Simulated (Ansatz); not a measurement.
# BCl2 (SMILES Cl[B]Cl) at UPBE0/def2-TZVP

Aim: the energy change on altering one bond length of BCl2 at UPBE0/def2-TZVP, from 2 runs. 

Program for the calculation: Ansatz 0.2.0.

40 further runs of the same task are left out: 40 set aside as unsound or not needed.

## 1. Starting point

BCl2 has 3 atoms, charge 0, and is taken as a doublet. SMILES: `Cl[B]Cl`. Geometry: relaxed at PBE0-D4/def2-TZVP.

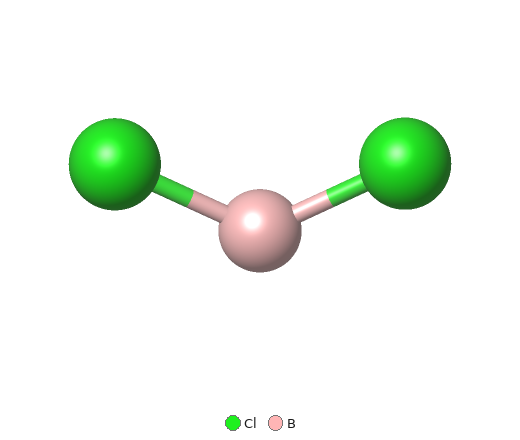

Viewed from a chosen angle; chlorine green, boron pink.

## 2. The energy at UPBE0/def2-TZVP

The input, input.yaml:

```yaml
crystal:
  periodic: [false, false, false]
  atoms:
    - {symbol: Cl, position_ang: [0.371500, -1.525600, 0.030000]}
    - {symbol: B, position_ang: [-0.463900, -0.050300, -0.256900]}
    - {symbol: Cl, position_ang: [0.081500, 1.511100, 0.213700]}
basis:
  gaussian:
    orbitals: def2-TZVP
magnetization:
  spin_polarized: true
  initial_magnetization: 1
hamiltonian:
  xc: {name: PBE0}
accuracy: high
output:
  orbitals: {seedname: orbitals}
```

The run is started by

```bash
$ ansatz run input.yaml --threads 1 --pin off --max-ram 3480MiB --events-out events.jsonl --progress --plain --runs-dir runs
```

The program printed:

```text
Warning: RAYON_NUM_THREADS=1 ignored (pool sized by the plan → 1); use --threads N
Functional definition: PBE0
  name "PBE0"
  parameter a = 0.25
  parameter kappa = 0.804
  parameter beta = 0.06672455060314922
  exchange = (1 - a)*pbe_x(kappa = kappa, mu = beta*pi^2/3) + a*exact_x
  correlation = pbe_c(beta = beta)
1585 factors; integrals over basis functions are off by at most 3.6e-9 eV
mean field evaluation 1: about -25712.7370 eV, gradient 9.1e0 eV
mean field evaluation 2: about -25712.8792 eV, gradient 9.0e0 eV
mean field evaluation 4: about -25713.2921 eV, gradient 7.9e-1 eV
mean field evaluation 8: about -25713.4187 eV, gradient 4.7e-2 eV
mean field evaluation 16: about -25713.4188 eV, gradient 1.2e-4 eV
mean field -25713.41878192 eV, -944.9507110542 hartree, gradient 6.4e-8 eV, S^2 0.753315; 0 other end points of the search recorded, 0 dependent functions left out
reference -25713.41878392 eV, -944.9507111278 hartree; 20, 19 occupied and 85, 86 virtual orbitals, 1585 factors
Total energy: -25713.41878392 eV, -944.9507111278 hartree
```

Run time: 11 s. Hardware: 1 thread of Arm Neoverse V1, shared host; peak memory 0.36 GiB.

## 3. The distorted shape at the same level

The input, job.yaml:

```yaml
crystal:
  periodic: [false, false, false]
  atoms:
    - {symbol: Cl, position_ang: [0.098814, -2.306260, -0.205288]}
    - {symbol: B, position_ang: [-0.736586, -0.830960, -0.492188]}
    - {symbol: Cl, position_ang: [0.081500, 1.511100, 0.213700]}
basis:
  gaussian:
    orbitals: def2-TZVP
hamiltonian:
  xc: pbe0
magnetization:
  spin_polarized: true
  initial_magnetization: 1
output:
  orbitals: {seedname: orbitals}
accuracy: high
```

The run is started by

```bash
$ ansatz run job.yaml --threads 1 --pin off --max-ram 3480MiB --events-out events.jsonl --progress --plain --runs-dir runs
```

The program printed, shortened:

```text
Warning: RAYON_NUM_THREADS=1 ignored (pool sized by the plan → 1); use --threads N
[... 7 set-up lines as earlier in the session ...]
1531 factors; integrals over basis functions are off by at most 3.5e-9 eV
mean field evaluation 1: about -25709.3405 eV, gradient 1.3e1 eV
mean field evaluation 2: about -25694.7240 eV, gradient 5.1e1 eV
mean field evaluation 4: about -25710.7723 eV, gradient 2.8e0 eV
mean field evaluation 8: about -25710.9163 eV, gradient 2.5e-1 eV
mean field evaluation 16: about -25710.9175 eV, gradient 2.3e-3 eV
mean field evaluation 32: about -25710.9175 eV, gradient 3.1e-7 eV
mean field -25710.91752305 eV, -944.8587914863 hartree, gradient 5.9e-8 eV, S^2 0.781641; 0 other end points of the search recorded, 0 dependent functions left out
reference -25710.91752512 eV, -944.8587915624 hartree; 20, 19 occupied and 85, 86 virtual orbitals, 1531 factors
Total energy: -25710.91752512 eV, -944.8587915624 hartree
```

It took 12 s on 1 thread of Arm Neoverse V1, shared host; peak memory 0.35 GiB.

## 4. What came out

Level: UPBE0/def2-TZVP.

| quantity | value |
| --- | --- |
| first shape: total energy | -944.95071 Eh |
| first shape: HOMO energy (highest over α and β) | -6.43 eV |
| first shape: LUMO energy (lowest over α and β) | -1.97 eV |
| first shape: ⟨S²⟩ | 0.753 |
| distorted shape: total energy | -944.85879 Eh |
| distorted shape: HOMO energy (highest over α and β) | -8.10 eV |
| distorted shape: LUMO energy (lowest over α and β) | -4.39 eV |
| distorted shape: ⟨S²⟩ | 0.782 |
| energy change with the B2–Cl3 bond stretched from 1.720 to 2.579 Å | 2.501 eV |

With the B2–Cl3 bond stretched from 1.720 to 2.579 Å the energy rises by 2.50 eV (241 kJ/mol).
